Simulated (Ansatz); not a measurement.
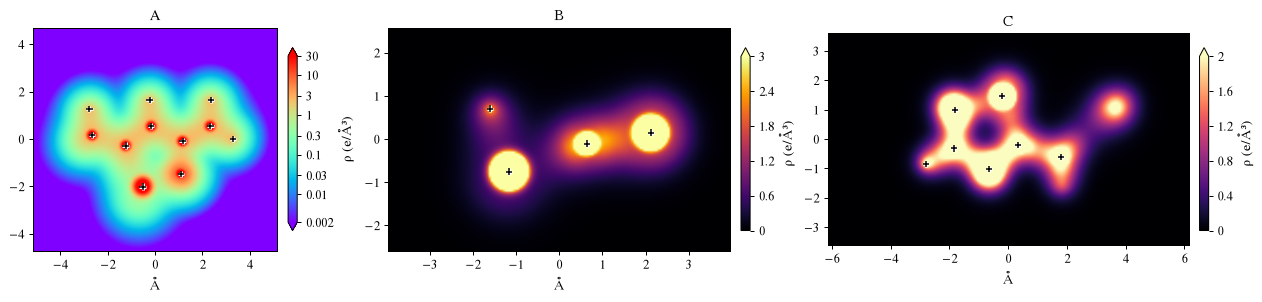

The electron density of 3 systems, each on a plane through atoms (crosses mark nuclei in the plane).

Level of theory: isolated molecule in a Gaussian basis; Kohn-Sham density functional theory, functional PBE0 (Ansatz).

System 1: C5H5ClN2S (SMILES C=C(Cl)Cc1ncns1), the plane of atoms N7, C5 and N8. Geometry: B3LYP-D3(BJ)/def2-SVP.

```csv
atom,x (Å),y (Å),z (Å)
C,-0.7497,2.4908,1.1400
C,-0.3794,1.7000,0.1314
C,-1.2686,0.7179,-0.5806
C,-0.8769,-0.7155,-0.3624
C,-0.5482,-2.8416,-0.7211
Cl,1.2700,1.7218,-0.4659
N,-0.9383,-1.6501,-1.2713
N,-0.1898,-2.8935,0.5387
S,-0.3253,-1.3476,1.1685
H,-0.0493,3.1776,1.6172
H,-1.7799,2.4616,1.5029
H,-2.3056,0.8654,-0.2359
H,-1.2514,0.8950,-1.6667
H,-0.5315,-3.7486,-1.3317
```

System 2: C5H8OSi, the plane of atoms H8, C1 and H9. Geometry: B3LYP-D3(BJ)/def2-SVP.

```xyz
15

C    -0.7852    0.5714   -3.0170
C     0.0523    0.7505   -1.9820
C     0.3877   -0.2584   -0.9643
C     1.2561    0.1076    0.0081
C     1.7258   -0.7643    1.1316
O     0.6996    1.9420   -1.7703
Si    1.6938    1.8857   -0.3920
H    -0.9761    1.3777   -3.7262
H    -1.2827   -0.3888   -3.1545
H    -0.0703   -1.2512   -1.0306
H     1.4738   -0.3236    2.1119
H     2.8237   -0.8785    1.1169
H     1.2793   -1.7701    1.0868
H     3.1176    2.1417   -0.7494
H     1.2726    2.9027    0.6125
```

System 3: CHSSi (SMILES [SiH+]=C=S) (charge +1), the molecular plane. Geometry: PBE0-D3(BJ)/def2-SVP.

```xyz
4

C    -0.9031    0.0176   -0.1508
S    -1.6677    1.1967   -0.6948
Si   -0.1639   -1.4964    0.7804
H     0.9394   -1.5044   -0.2692
```

> Match each panel to its system.

Panel A is system 2, C5H8OSi: the plane holds C, O, Si and H. C–C (1.34 Å): the density is about 2.3 e/Å³ at the midpoint. Panel B is system 3, CHSSi: the plane holds C, S, Si and H. C–S (1.51 Å): ρ is about 2.1 e/Å³ halfway. Panel C is system 1, C5H5ClN2S: the plane holds C, N, S and H. C–N (1.31 Å): ρ at the midpoint is about 2.6 e/Å³.
